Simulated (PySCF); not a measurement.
Input

```
{"job": {"kind": "nmr", "xc": "PBE0", "basis": "pcSseg-1"}, "charge": 0, "multiplicity": 1}
C     -1.633345    -0.260456     0.860020
C     -1.712286     0.435351    -0.494313
C     -2.949698    -0.006262    -1.268696
C     -0.446859     0.211128    -1.326709
P      1.079823     0.975248    -0.575746
C      2.382909    -0.168556    -1.233911
C      1.918267    -0.524439     0.142685
C      2.845556    -0.349438     1.317111
H     -1.535965    -1.352593     0.733556
H     -0.767772     0.085383     1.445842
H     -2.540366    -0.074075     1.455482
H     -1.800135     1.522780    -0.308963
H     -3.870334     0.185748    -0.695578
H     -3.034483     0.523296    -2.230482
H     -2.910970    -1.087140    -1.484942
H     -0.290154    -0.869005    -1.498903
H     -0.573084     0.674388    -2.320644
H      2.106807    -0.823656    -2.066537
H      3.385370     0.262424    -1.332830
H      1.274540    -1.410193     0.202345
H      3.581396    -1.170163     1.365142
H      2.289792    -0.335197     2.267041
H      3.405920     0.595817     1.245640
```

Run with:

```sh
OMP_NUM_THREADS=1 python probes_run.py task.json out
```

Geometry: PBE0-D3(BJ)/def2-SVP.

Computed with PBE0/pcSseg-1, SCF density, gas phase, non-relativistic in PySCF 2.14.0.

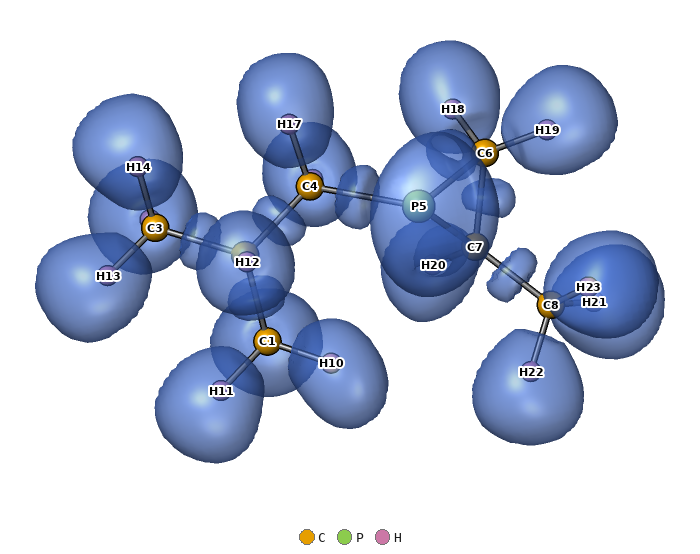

C7H15P (SMILES CC(C)CP1C[C@H]1C). Isosurface of the ELF at 0.8 (blue), seen across its widest extent. Core shells and regions of very low density are left out.

### Identify the bonds, lone pairs and shells in this picture.

At this value the surface marks out five regions between bonded C–C atoms (shared pairs), one region between bonded C–P atoms (shared pairs), 15 regions around hydrogen nuclei and one region on P in which the atom's valence shell and bonds are merged. Profiles from the grid: C–C (1.50 Å): the ELF peaks at about 0.90 between the atoms: a covalent bond. C–P (1.85 Å): the ELF peaks at about 0.85 between the atoms: localised, covalent bonding.
